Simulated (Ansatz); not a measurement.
## Geometry relaxation of BNH5F

The run: geometry relaxation of BNH5F. Method and program: RKS B3LYP-D4/6-31G* (Ansatz 0.2.0).

It belongs to a series of runs on one base structure; here: end point A relaxed.

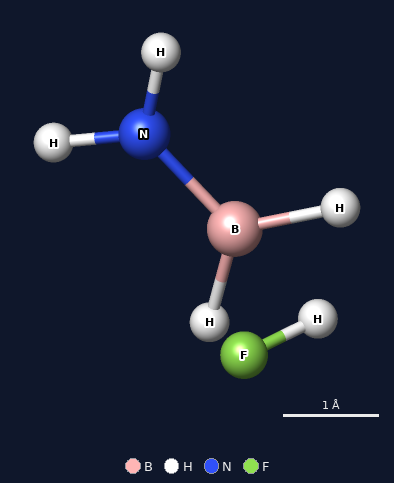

The starting structure (ball-and-stick view, seen at an oblique angle). Bond lengths as drawn: B–H 1.19 to 1.20 Å, B–N 1.39 Å, F–H 0.93 Å and H–N 1.01 Å.

The input
```yaml
crystal:
  periodic: [false, false, false]
  atoms:
    - { symbol: B, position_ang: [0.070646, -0.098423, -0.120002] }
    - { symbol: H, position_ang: [0.058473, -0.514491, 1.001405] }
    - { symbol: "N", position_ang: [1.269679, -0.165381, -0.818963] }
    - { symbol: H, position_ang: [2.143087, -0.457246, -0.403149] }
    - { symbol: H, position_ang: [1.366848, 0.138008, -1.778706] }
    - { symbol: H, position_ang: [-0.926373, 0.241927, -0.672006] }
    - { symbol: F, position_ang: [0.093777, 2.036824, 1.232821] }
    - { symbol: H, position_ang: [-0.048136, 1.220982, 1.658999] }
basis:
  gaussian: { orbitals: "6-31G*" }
hamiltonian:
  xc: b3lyp
  dispersion: d4
relax:
  f_tol: 0.03
  max_steps: 50
output:
  orbitals: {}
```

Run as:
```bash
ansatz run input.yaml --threads 1 --pin off --max-ram 2048MiB --backend cpu --events-out ev --progress --plain --runs-dir out
```

Log
```
The last accepted step is kept in [file] (removed where the run ends without a failure and the disk answers)
Engine: ansatz 0.2.0, aarch64-unknown-linux-gnu
Functional definition: B3LYP
  parameter a0 = 0.2
  parameter ax = 0.72
  parameter ac = 0.81
  exchange = (1 - a0 - ax)*slater_x + ax*b88_x + a0*exact_x
  correlation = (1 - ac)*vwn_rpa_c + ac*lyp_c
623 factors; integrals over basis functions are off by at most 3.9e-4 eV
mean field evaluation 1: about -4959.4813 eV, gradient 5.5e1 eV
mean field evaluation 2: about -4953.1475 eV, gradient 7.7e1 eV
mean field evaluation 4: about -4965.1250 eV, gradient 2.5e0 eV
mean field evaluation 8: about -4965.1359 eV, gradient 7.7e-3 eV
mean field -4965.13592741 eV, -182.4653798423 hartree, gradient 2.7e-5 eV, S^2 0.000000; 0 other end points of the search recorded, 0 dependent functions left out
the calculation of the forces begins
reference -4965.13610614 eV, -182.4653864106 hartree; 13, 13 occupied and 42, 42 virtual orbitals, 623 factors
relax step   1: F+E_penalty+E_count = -4965.25252628 eV  Δ(F+E_penalty+E_count) = +0.000e0 eV  max|allowed force component| = 5.226e-1 eV/Å  Δτ_max = 0.0000 Å  (22 SCF iters, accepted)
these checks for a lower state are left out or cut short: starts, cluster_reference, orbital_swaps, neighbouring_geometries, increment
623 factors; integrals over basis functions are off by at most 4.0e-4 eV
mean field evaluation 16: about -4965.1608 eV, gradient 2.5e-1 eV
mean field -4965.16095570 eV, -182.4662996151 hartree, gradient 8.4e-6 eV, S^2 0.000000; 0 other end points of the search recorded, 0 dependent functions left out
the calculation of the forces begins
reference -4965.16113579 eV, -182.4663062331 hartree; 13, 13 occupied and 42, 42 virtual orbitals, 623 factors
relax step   2: F+E_penalty+E_count = -4965.27347073 eV  Δ(F+E_penalty+E_count) = -2.094e-2 eV  max|allowed force component| = 9.047e-1 eV/Å  Δτ_max = 0.1902 Å  (25 SCF iters, accepted)
these checks for a lower state are left out or cut short: starts, cluster_reference, orbital_swaps, neighbouring_geometries, increment
623 factors; integrals over basis functions are off by at most 4.3e-4 eV
mean field -4965.15971839 eV, -182.4662541446 hartree, gradient 2.2e-5 eV, S^2 0.000000; 0 other end points of the search recorded, 0 dependent functions left out
the calculation of the forces begins
reference -4965.15989750 eV, -182.4662607270 hartree; 13, 13 occupied and 42, 42 virtual orbitals, 623 factors
relax step   3: F+E_penalty+E_count = -4965.27192006 eV  Δ(F+E_penalty+E_count) = +1.551e-3 eV  max|allowed force component| = 1.055e0 eV/Å  Δτ_max = 0.0954 Å  (25 SCF iters, rejected (line search))
these checks for a lower state are left out or cut short: starts, cluster_reference, orbital_swaps, neighbouring_geometries, increment
623 factors; integrals over basis functions are off by at most 4.1e-4 eV
mean field evaluation 32: about -4965.1700 eV, gradient 3.0e-5 eV
mean field -4965.17002046 eV, -182.4666327388 hartree, gradient 3.0e-5 eV, S^2 0.000000; 0 other end points of the search recorded, 0 dependent functions left out
the calculation of the forces begins
reference -4965.17020001 eV, -182.4666393370 hartree; 13, 13 occupied and 42, 42 virtual orbitals, 623 factors
relax step   4: F+E_penalty+E_count = -4965.28266704 eV  Δ(F+E_penalty+E_count) = -9.196e-3 eV  max|allowed force component| = 5.161e-1 eV/Å  Δτ_max = 0.0476 Å  (22 SCF iters, accepted)
these checks for a lower state are left out or cut short: starts, cluster_reference, orbital_swaps, neighbouring_geometries, increment
623 factors; integrals over basis functions are off by at most 4.3e-4 eV
mean field -4965.17482832 eV, -182.4668094244 hartree, gradient 3.1e-5 eV, S^2 0.000000; 0 other end points of the search recorded, 0 dependent functions left out
the calculation of the forces begins
reference -4965.17500730 eV, -182.4668160017 hartree; 13, 13 occupied and 42, 42 virtual orbitals, 623 factors
relax step   5: F+E_penalty+E_count = -4965.28718980 eV  Δ(F+E_penalty+E_count) = -4.523e-3 eV  max|allowed force component| = 1.592e-1 eV/Å  Δτ_max = 0.0465 Å  (23 SCF iters, accepted)
these checks for a lower state are left out or cut short: starts, cluster_reference, orbital_swaps, neighbouring_geometries, increment
623 factors; integrals over basis functions are off by at most 4.3e-4 eV
mean field -4965.17553783 eV, -182.4668354984 hartree, gradient 2.8e-5 eV, S^2 0.000000; 0 other end points of the search recorded, 0 dependent functions left out
the calculation of the forces begins
reference -4965.17571600 eV, -182.4668420461 hartree; 13, 13 occupied and 42, 42 virtual orbitals, 623 factors
relax step   6: F+E_penalty+E_count = -4965.28754560 eV  Δ(F+E_penalty+E_count) = -3.558e-4 eV  max|allowed force component| = 6.603e-2 eV/Å  Δτ_max = 0.0398 Å  (24 SCF iters, accepted)
these checks for a lower state are left out or cut short: starts, cluster_reference, orbital_swaps, neighbouring_geometries, increment
623 factors; integrals over basis functions are off by at most 4.3e-4 eV
mean field -4965.17539421 eV, -182.4668302203 hartree, gradient 2.7e-5 eV, S^2 0.000000; 0 other end points of the search recorded, 0 dependent functions left out
the calculation of the forces begins
reference -4965.17557315 eV, -182.4668367963 hartree; 13, 13 occupied and 42, 42 virtual orbitals, 623 factors
relax step   7: F+E_penalty+E_count = -4965.28730094 eV  Δ(F+E_penalty+E_count) = +2.447e-4 eV  max|allowed force component| = 2.886e-1 eV/Å  Δτ_max = 0.0359 Å  (23 SCF iters, rejected (line search))
these checks for a lower state are left out or cut short: starts, cluster_reference, orbital_swaps, neighbouring_geometries, increment
623 factors; integrals over basis functions are off by at most 4.3e-4 eV
mean field -4965.17633247 eV, -182.4668647009 hartree, gradient 2.5e-5 eV, S^2 0.000000; 0 other end points of the search recorded, 0 dependent functions left out
the calculation of the forces begins
reference -4965.17651102 eV, -182.4668712625 hartree; 13, 13 occupied and 42, 42 virtual orbitals, 623 factors
relax step   8: F+E_penalty+E_count = -4965.28822030 eV  Δ(F+E_penalty+E_count) = -6.747e-4 eV  max|allowed force component| = 2.003e-2 eV/Å  Δτ_max = 0.0179 Å  (23 SCF iters, accepted)
623 factors; integrals over basis functions are off by at most 4.3e-4 eV
mean field evaluation 64: about -4965.1763 eV, gradient 1.6e-4 eV
```

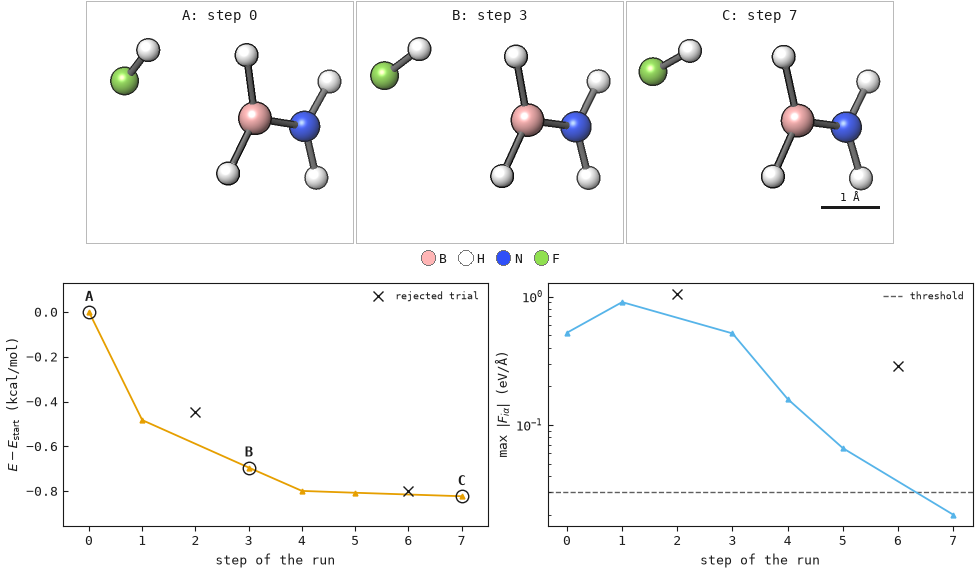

Frames of the relaxation (ball-and-stick view, seen at a tilt) above the curves, on which the letters mark them (the first geometry is step 0 here and step 1 in the log).

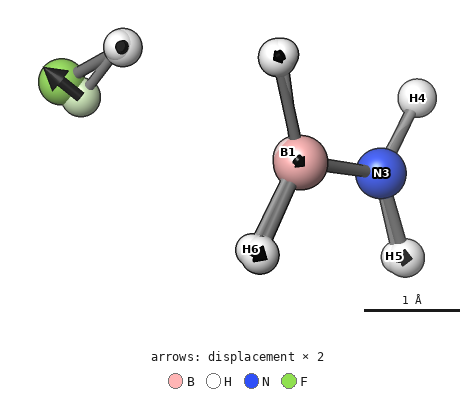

Start (faint) and end (solid) with the displacements as black arrows, magnified 2 times (ball-and-stick view, seen at a tilt). The two geometries are laid on each other by the best rigid fit. Over 7 geometry steps the energy falls by 0.82 kcal/mol. The largest force component goes from 0.52 to 0.02 eV/Å. The line search rejected the trial steps at points 2, 6 (counted from 0) and went back. F7 moves most after the best rigid fit: 0.26 Å. By element the largest moves are F 0.26 Å, H 0.10 Å, B 0.06 Å, N 0.03 Å. Among the contacts that change: B1–H2 1.196 → 1.207 Å, F7–H8 0.931 → 0.939 Å. (Atoms are counted from 1 in the order of the input.)

```
mean field -4965.17633247 eV, -182.4668647009 hartree, gradient 2.5e-5 eV, S^2 0.000000; 1 other end points of the search recorded, 0 dependent functions left out
the calculation of the forces begins
reference -4965.17651102 eV, -182.4668712625 hartree; 13, 13 occupied and 42, 42 virtual orbitals, 623 factors
Total energy: -4965.28839885 eV, -182.4709830643 hartree
Atom 0 at     0.061103    -0.134704    -0.172169 Å, force    -0.008118    -0.007348     0.011015 eV/Å
Atom 1 at     0.043441    -0.453478     0.991456 Å, force     0.001130     0.005164    -0.010328 eV/Å
Atom 2 at     1.274842    -0.187826    -0.841014 Å, force     0.002957     0.002567    -0.006369 eV/Å
Atom 3 at     2.150253    -0.429679    -0.396831 Å, force    -0.001711    -0.001411    -0.001272 eV/Å
Atom 4 at     1.375577     0.058872    -1.816430 Å, force     0.002865    -0.001384     0.001114 eV/Å
Atom 5 at    -0.938407     0.167949    -0.747291 Å, force     0.005120     0.001258     0.002580 eV/Å
Atom 6 at     0.060041     2.152051     1.460272 Å, force    -0.003480    -0.018879     0.002003 eV/Å
Atom 7 at     0.001152     1.229016     1.622405 Å, force     0.001236     0.020034     0.001257 eV/Å
Dipole moment:     0.378502    -0.382275    -0.215769 e Å
```

Trajectory as extended XYZ (Å, eV, eV/Å), 8 frames, from step=1 to step=8
```
8
Properties=species:S:1:pos:R:3:forces:R:3 step=1 energy=-4965.25253
B     0.0706   -0.0984   -0.1200    0.0625  -0.1430  -0.3307
H     0.0585   -0.5145    1.0014   -0.0217  -0.0530   0.2359
N     1.2697   -0.1654   -0.8190    0.0300  -0.0145  -0.0383
H     2.1431   -0.4572   -0.4031    0.0119  -0.0047   0.0022
H     1.3668    0.1380   -1.7787   -0.0102   0.0050   0.0240
H    -0.9264    0.2419   -0.6720   -0.0694   0.0268  -0.0182
F     0.0938    2.0368    1.2328    0.0404   0.5226  -0.0439
H    -0.0481    1.2210    1.6590   -0.0435  -0.3392   0.1690
8
Properties=species:S:1:pos:R:3:forces:R:3 step=2 energy=-4965.27347
B     0.0691   -0.1389   -0.1519    0.0550  -0.0788  -0.1446
H     0.0530   -0.5322    0.9856    0.0026   0.0540   0.0815
N     1.2750   -0.1970   -0.8405   -0.0447   0.0647   0.0610
H     2.1481   -0.4778   -0.4158    0.0070  -0.0136   0.0026
H     1.3805    0.1222   -1.7940   -0.0157  -0.0206  -0.0128
H    -0.9262    0.2132   -0.7044   -0.0063   0.0171  -0.0007
F     0.0276    2.1607    1.3612   -0.0148  -0.9047   0.3255
H     0.0009    1.2522    1.6602    0.0168   0.8818  -0.3124
8
Properties=species:S:1:pos:R:3:forces:R:3 step=3 energy=-4965.27192 accepted=F
B     0.0702   -0.1432   -0.1631    0.1362   0.1223   0.0167
H     0.0677   -0.4664    0.9999   -0.0284  -0.0429  -0.0345
N     1.2786   -0.1920   -0.8467   -0.0718  -0.0242  -0.0296
H     2.1566   -0.4476   -0.4152   -0.0133   0.0029  -0.0048
H     1.3721    0.0747   -1.8191   -0.0075  -0.0244   0.0661
H    -0.9282    0.1939   -0.7196   -0.0215  -0.0444  -0.0180
F     0.0970    2.1508    1.4259   -0.2394  -1.0441   0.2655
H    -0.0860    1.2320    1.6383    0.2458   1.0547  -0.2614
8
Properties=species:S:1:pos:R:3:forces:R:3 step=4 energy=-4965.28267
B     0.0571   -0.1387   -0.1624   -0.0014  -0.0777  -0.0769
H     0.0368   -0.5047    0.9856   -0.0078   0.0466   0.0438
N     1.2708   -0.1864   -0.8340    0.0136   0.0379   0.0256
H     2.1441   -0.4427   -0.3940    0.0003  -0.0059  -0.0052
H     1.3785    0.1043   -1.7961   -0.0034  -0.0109  -0.0176
H    -0.9390    0.1794   -0.7355    0.0046   0.0196   0.0237
F     0.0530    2.1511    1.3874   -0.0099  -0.5161   0.1722
H     0.0267    1.2398    1.6494    0.0040   0.5065  -0.1655
8
Properties=species:S:1:pos:R:3:forces:R:3 step=5 energy=-4965.28719
B     0.0538   -0.1411   -0.1738   -0.0099   0.0266   0.0354
H     0.0332   -0.4623    0.9901   -0.0098  -0.0094  -0.0358
N     1.2716   -0.1827   -0.8361    0.0247  -0.0057  -0.0271
H     2.1466   -0.4191   -0.3873   -0.0147   0.0033  -0.0146
H     1.3764    0.0737   -1.8091    0.0040  -0.0131   0.0246
H    -0.9435    0.1600   -0.7552    0.0120  -0.0148   0.0194
F     0.0746    2.1441    1.4280   -0.0150  -0.1461   0.0573
H     0.0153    1.2295    1.6439    0.0087   0.1592  -0.0592
8
Properties=species:S:1:pos:R:3:forces:R:3 step=6 energy=-4965.28755
B     0.0578   -0.1335   -0.1706   -0.0223  -0.0646  -0.0265
H     0.0372   -0.4570    0.9922    0.0029   0.0368  -0.0147
N     1.2729   -0.1842   -0.8371    0.0116   0.0179  -0.0103
H     2.1488   -0.4206   -0.3902   -0.0103   0.0029  -0.0100
H     1.3740    0.0620   -1.8131    0.0048  -0.0079   0.0255
H    -0.9420    0.1574   -0.7526    0.0172   0.0189   0.0251
F     0.0734    2.1526    1.4663   -0.0092  -0.0660  -0.0015
H     0.0058    1.2255    1.6054    0.0054   0.0619   0.0125
8
Properties=species:S:1:pos:R:3:forces:R:3 step=7 energy=-4965.28730 accepted=F
B     0.0633   -0.1355   -0.1699    0.0147   0.0144  -0.0074
H     0.0457   -0.4606    0.9919    0.0056  -0.0011  -0.0074
N     1.2758   -0.1910   -0.8427   -0.0202   0.0062   0.0111
H     2.1507   -0.4404   -0.4020    0.0024  -0.0039  -0.0006
H     1.3765    0.0654   -1.8156   -0.0015  -0.0063   0.0047
H    -0.9346    0.1793   -0.7409    0.0006  -0.0080   0.0005
F     0.0447    2.1545    1.4448   -0.0089  -0.2886   0.0656
H     0.0059    1.2305    1.6348    0.0073   0.2872  -0.0664
8
Properties=species:S:1:pos:R:3:forces:R:3 step=8 energy=-4965.28822
B     0.0611   -0.1347   -0.1722   -0.0081  -0.0073   0.0110
H     0.0434   -0.4535    0.9915    0.0011   0.0052  -0.0103
N     1.2748   -0.1878   -0.8410    0.0030   0.0026  -0.0064
H     2.1503   -0.4297   -0.3968   -0.0017  -0.0014  -0.0013
H     1.3756    0.0589   -1.8164    0.0029  -0.0014   0.0011
H    -0.9384    0.1679   -0.7473    0.0051   0.0013   0.0026
F     0.0600    2.1521    1.4603   -0.0035  -0.0189   0.0020
H     0.0012    1.2290    1.6224    0.0012   0.0200   0.0013
```

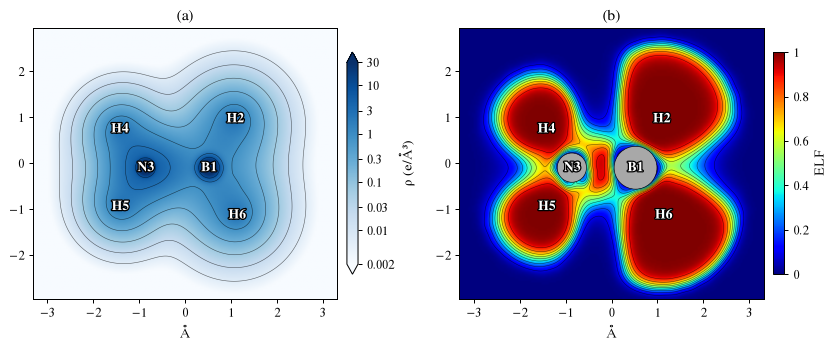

(a) electron density; (b) ELF on the plane of atoms N3, B1 and H6. Grey discs, where drawn, cover atomic cores. B–N (1.39 Å): ρ is about 2 e/Å³ halfway; the ELF peaks at about 0.90 between the atoms (a shared but strongly polarised pair). B–H (1.19 Å): ρ is about 1.2 e/Å³ halfway; the ELF climbs to about 1 towards the hydrogen; a covalent bond by its length.

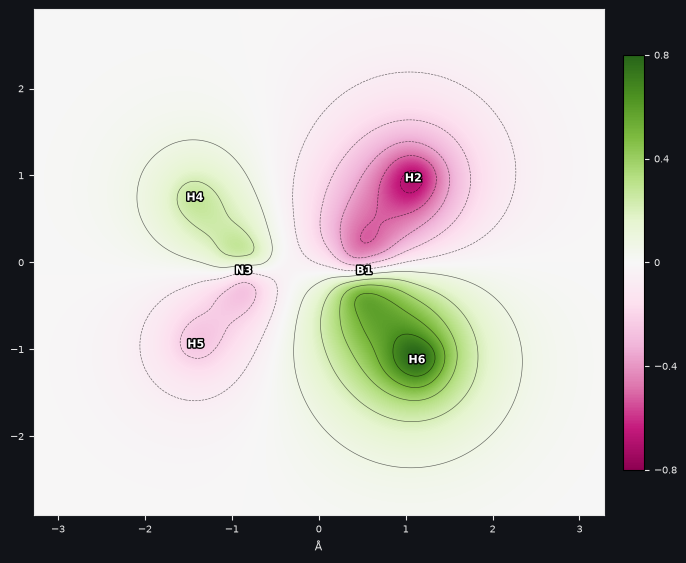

The HOMO−1 on the plane of atoms N3, B1 and H6 (values in Å⁻³ᐟ²; the overall sign is arbitrary). It lies mainly on B1 (35 %), H6 (30 %) and H2 (20 %). Its energy is −9.04 eV.

Summary

| quantity | value |
| --- | --- |
| outcome | converged |
| total energy | −4965.2884 eV |
| mean-field energy | −4965.1765 eV |
| largest force (length of the vector) at the end | 0.020 eV/Å |
| hardware | 1 thread of Arm Neoverse V2, 24 GiB of memory available, shared host |
| wall time | 11 s |
| peak memory | 0.12 GiB |
